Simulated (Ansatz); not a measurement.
## Electronic structure of B2FH4Si (SMILES FBB[SiH2]) (doublet) in real space

Input

```
crystal:
  periodic: [false, false, false]
  atoms:
    - symbol: B
      position_ang: [-2.101026, -2.373093, 0.603563]
    - symbol: B
      position_ang: [-1.427542, -0.839071, 0.456833]
    - symbol: F
      position_ang: [-2.823377, -2.945578, -0.360384]
    - symbol: Si
      position_ang: [0.319083, -0.525705, -0.304203]
    - symbol: H
      position_ang: [-1.954244, -3.043711, 1.613499]
    - symbol: H
      position_ang: [-1.993588, 0.140881, 0.889371]
    - symbol: H
      position_ang: [1.197122, -1.592425, -0.866655]
    - symbol: H
      position_ang: [0.979818, 0.807396, -0.411848]
basis:
  gaussian:
    orbitals: def2-TZVPD
magnetization:
  spin_polarized: true
  initial_magnetization: 1
hamiltonian:
  xc: {name: PBE0}
output: {forces: true, orbitals: {seedname: orbitals}}
```

Command:

```sh
ansatz run input.yaml --threads 1 --pin off --max-ram 2610MiB --events-out events.jsonl --progress --plain --runs-dir runs
```

Geometry: r2SCAN-D4/def2-SVP.

Method: isolated molecule in a Gaussian basis; Kohn-Sham density functional theory, functional PBE0 (Ansatz 0.2.0).

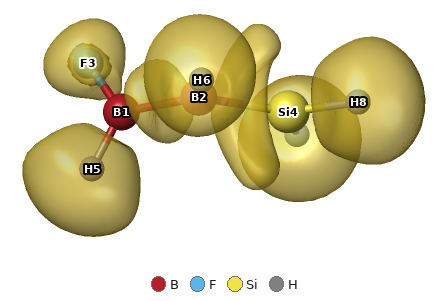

Figure 1. Isosurface of the electron localisation function at 0.75 (yellow), seen from one side. Only the valence region is drawn (cores and ρ < 0.01 e/Å³ removed).

Q: Describe the localisation domains.

A: The surface consists of one region between bonded B–B atoms (shared pairs), one region between bonded B–Si atoms (shared pairs), four regions around hydrogen nuclei and one region on F in which the atom's valence shell and bonds are merged.


B–F (1.33 Å): the ELF peaks at about 0.85 between the atoms (a shared but strongly polarised pair). B–B (1.68 Å): the ELF peaks at about 1 between the atoms, as expected for localised, covalent bonding.

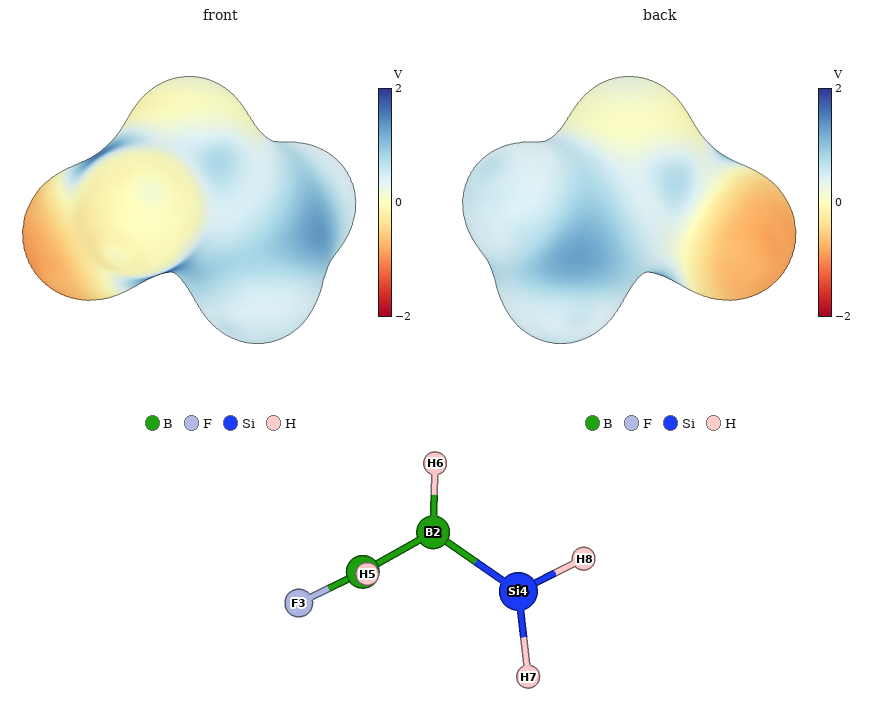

Figure 2. The molecular electrostatic potential painted on the density surface at 0.002 e/bohr³, seen from the front and from behind; the colour scale runs from red (negative) to blue (positive). The bare structure is drawn below in the same view.

Q: Where is the surface potential most negative and most positive?

A: The most negative region (about −0.9 V, or −21 kcal/mol for a unit charge) lies over F3, the most positive (about +1.5 V, or +35 kcal/mol for a unit charge) over B1.

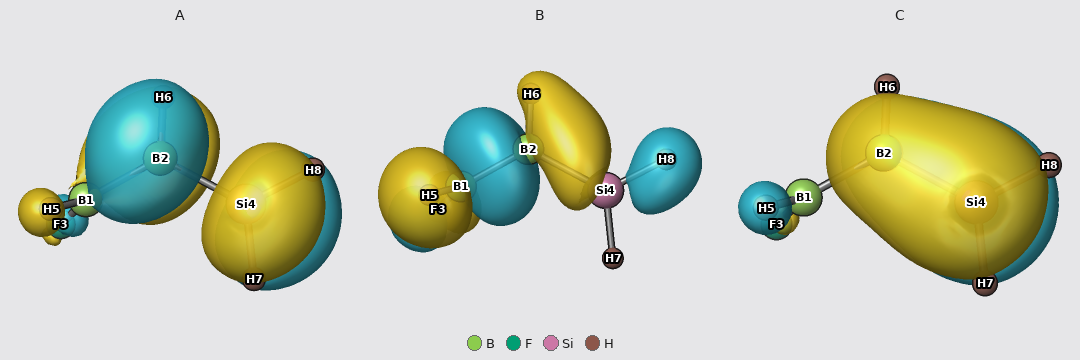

Figure 3. Three frontier orbitals at ±0.08 Å⁻³ᐟ² (yellow and cyan are the two phases), in no order.

Q: Order the three orbitals by energy and name them. All are α orbitals.

A: B is the HOMO−1 (α) (−8.06 eV). Its weight (Hirshfeld) is mainly on B1 (about 25 %), B2 (about 25 %), H5 (about 15 %), F3 (about 15 %) and Si4 (about 10 %). C is the HOMO (α) (−6.63 eV). Its weight (Hirshfeld) is mainly on Si4 (about 60 %) and B2 (about 25 %); π-bonding across Si4–B2. A is the LUMO (α) (−1.71 eV). By Hirshfeld shares it lies mainly on B2 (about 40 %), Si4 (about 35 %) and B1 (about 10 %); π-antibonding (π*) across B2–Si4.

Q: What is the gap between the highest occupied and lowest empty α orbitals?

A: 4.92 eV between the orbital energies.
